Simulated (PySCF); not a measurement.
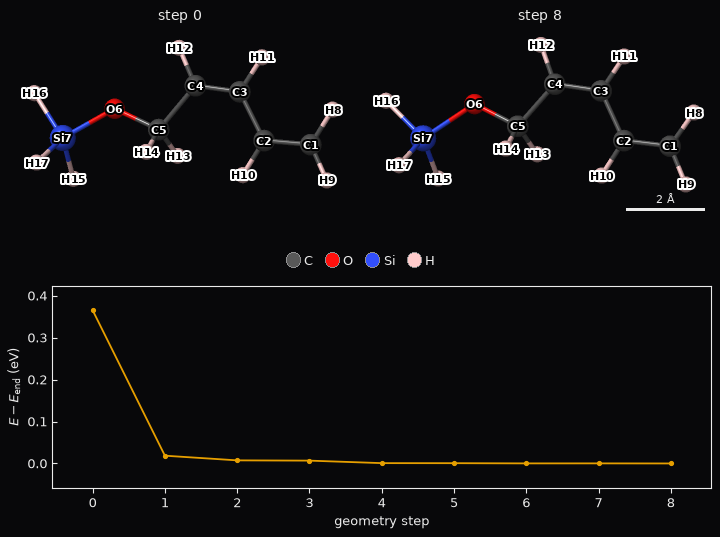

First and last geometry of a relaxation of C₅H₁₀OSi, with the history of the run. A ball-and-stick model, seen at a tilt.

The start comes from GFN2-xTB. Its atoms were then displaced at random by about 0.01 Å.

All numbers below come from PBE0-D3(BJ)/def2-SVP geometry optimisation, gas phase (PySCF 2.14.0, density-fitted response routines). 

> What do the curves and the structures tell?

It converged. The largest move after the best rigid fit is that of H16, 0.30 Å. Largest moves by element: H 0.30 Å, O 0.12 Å, C 0.09 Å, Si 0.02 Å. Some distances before and after: C3–C4 1.284 → 1.343 Å, O6–Si7 1.607 → 1.665 Å, C1–H9 1.039 → 1.092 Å, Si7–H17 1.459 → 1.497 Å. Bond angles that change, for instance: O6–Si7–H16 98.8° → 106.5°, C5–O6–Si7 128.7° → 123.2°, H15–Si7–H16 113.9° → 110.3°. The energy falls by 0.365 eV in 8 geometry steps.

```csv
step,"E − E(0), eV"
0,0.0000
1,-0.3467
2,-0.3579
3,-0.3585
4,-0.3645
5,-0.3646
6,-0.3651
7,-0.3651
8,-0.3653
```
